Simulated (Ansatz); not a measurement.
```xyz
6

C     1.0254   -1.3129    0.5393
C     0.3756   -0.3569    0.1466
Si   -0.4473    1.1439   -0.4521
H     1.5902   -2.1593    0.8859
H    -1.1460    0.9040   -1.7464
H    -1.3559    1.7172    0.5805
```

Theory: UKS PBE0-D4/def2-SVPD in Ansatz 0.2.0.

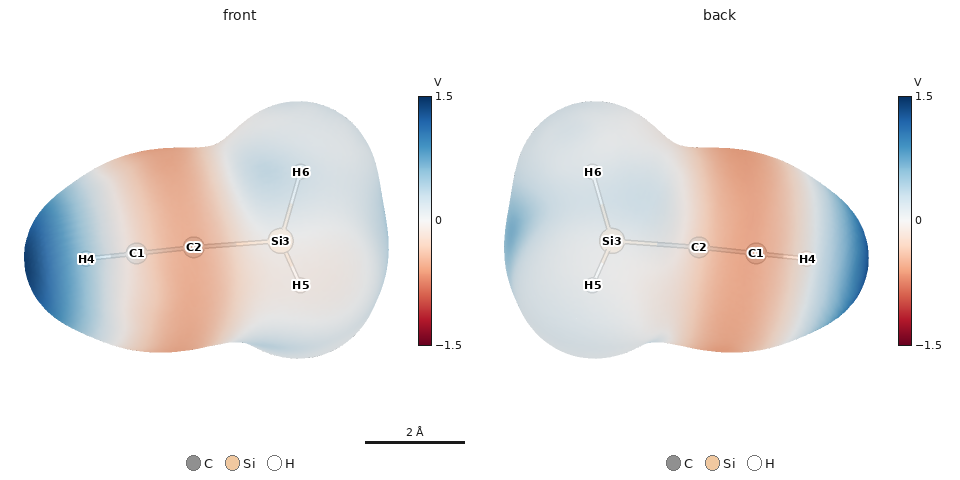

C$_{2}$H$_{3}$Si (doublet). The molecular electrostatic potential painted on the density surface at 0.001 e/bohr³, seen from the front and from behind; red is negative and blue positive.

**Describe the electrostatic potential map.**

The most negative region (about −0.6 V) lies over C1 and C2, the most positive (about +1.4 V) over H4.
